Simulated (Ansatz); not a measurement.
**Converging the k-point mesh at a smearing width of 0.05 eV: Sb (R-3m, 2 atoms in the cell)**

```
Sb
1.0
    3.97713    -2.16578     0.00000
    3.97713     2.16578     0.00000
    2.79774     0.00000     3.56101
Sb
2
Direct
  0.23791   0.23791   0.23791
  0.76650   0.76650   0.76650
```

Method: PBEsol, PAW files made with PBE (plane waves; Ansatz, a quantum-chemistry and plane-wave program).

Base settings: basis.ecutwfc = 420 eV; kpoints.mp_grid.grid = 9 9 9; hamiltonian.xc = pbesol; hamiltonian.pseudopotentials = {kind: paw} (the program's default PAW files); scf.occupations.method = fermi_dirac; scf.occupations.width = 0.1 eV.

In this ladder: scf.occupations.width = 0.05 eV.

The second cell is the first with its lattice scaled by 0.98.

Only quantities that move along the ladder and can be compared are tabulated.

The count of work is k-points × plane waves × bands × iterations; it is no time. 

The starting cell has typed, rounded lattice constants, without a prior relaxation at this level. Its lattice was rescaled by up to half a per cent. One atom was moved a little off its site on purpose. Ansatz's pressure includes its estimate of the finite-basis (Pulay) stress.

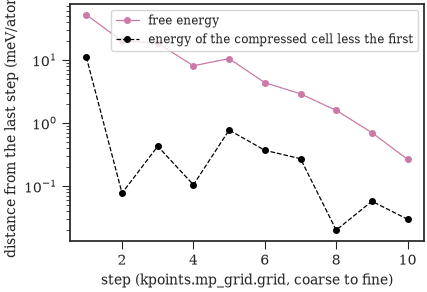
Fig. 1. Distance from the last step along the ladder; very small values are drawn at a floor.

| kpoints.mp_grid.grid | free energy less the last step's (meV/atom) | energy of the compressed cell less the first (meV/atom) | pressure (GPa) | largest difference of a force vector from the last step's (eV/Å) | count of work / last |
|---|---|---|---|---|---|
| 3 3 3 | -51.35 | 14.16 | -0.65 | 0.272 | 0.0059 |
| 4 4 4 | -19.88 | 3.22 | -1.44 | 0.252 | 0.013 |
| 5 5 5 | -18.27 | 2.72 | -1.51 | 0.159 | 0.016 |
| 6 6 6 | -8.02 | 3.25 | -1.40 | 0.135 | 0.031 |
| 7 7 7 | -10.42 | 3.91 | -1.41 | 0.052 | 0.043 |
| 8 8 8 | -4.33 | 2.77 | -1.47 | 0.038 | 0.054 |
| 10 10 10 | -2.88 | 3.41 | -1.43 | 0.021 | 0.11 |
| 12 12 12 | -1.58 | 3.16 | -1.43 | 0.014 | 0.18 |
| 15 15 15 | -0.70 | 3.08 | -1.44 | 0.001 | 0.34 |
| 18 18 18 | -0.26 | 3.11 | -1.44 | 0.001 | 0.57 |
| 22 22 22 | 0.00 | 3.14 | -1.43 | 0.000 | 1.0 |

Coarsest kpoints.mp_grid.grid that holds the forces within 0.01 eV/Å of the last step, with all finer ones: 15 15 15, at 0.34 of the last step's count of work; the step before is off by 0.014 eV/Å.

Coarsest kpoints.mp_grid.grid that holds the energy of the compressed cell less the first within 0.5 meV/atom of the last step, with all finer ones: 8 8 8, at 0.054 of the last step's count of work; the step before is off by 0.77 meV/atom.

Coarsest kpoints.mp_grid.grid that holds the free energy within 2 meV/atom of the last step, with all finer ones: 12 12 12, at 0.18 of the last step's count of work; the step before is off by 2.9 meV/atom.

The energy difference between the two cells stays within 1 meV/atom of the last step's from 4 4 4 on, the total only from 15 15 15 on: much of the error is common to both cells and cancels.

Keys are those of Ansatz 0.2.
